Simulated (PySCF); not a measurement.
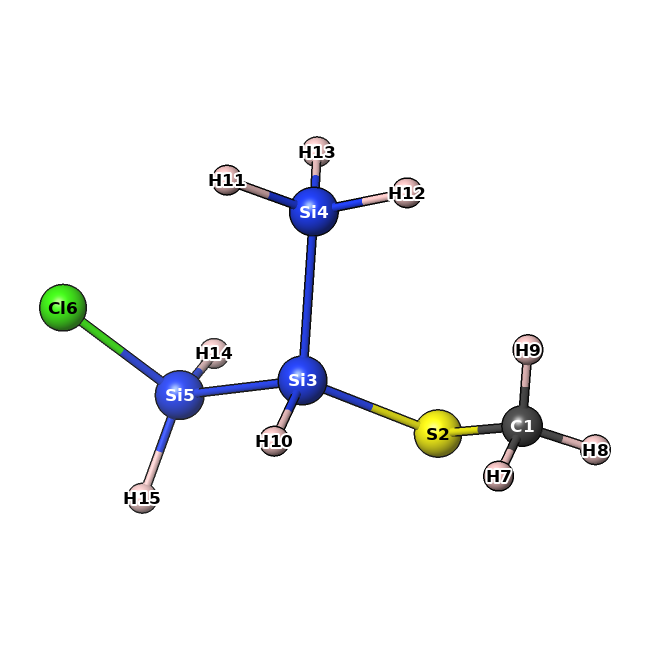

The geometry was computed by an optimisation with PBE0-D3(BJ)/def2-SVP. No frequency run is at hand to confirm it as a minimum. Method: TDDFT ωB97X-D/def2-SVPD, vertical, gas phase, core orbitals frozen in the response (PySCF 2.14.0), and the same with a continuum solvent (IEF-PCM, Bondi radii x 1.2, gas-phase geometry).

How do dipole (D), HOMO–LUMO gap (eV), lowest singlet (eV) change in chloroform (ε = 4.7), water (ε = 78.4)?

| medium | dipole (D) | HOMO–LUMO gap (eV) | lowest singlet (eV) |
| --- | --- | --- | --- |
| gas phase | 2.07 | 9.41 | 5.18 |
| chloroform | 2.59 | 9.44 | 5.21 |
| water | 2.85 | 9.45 | 5.23 |
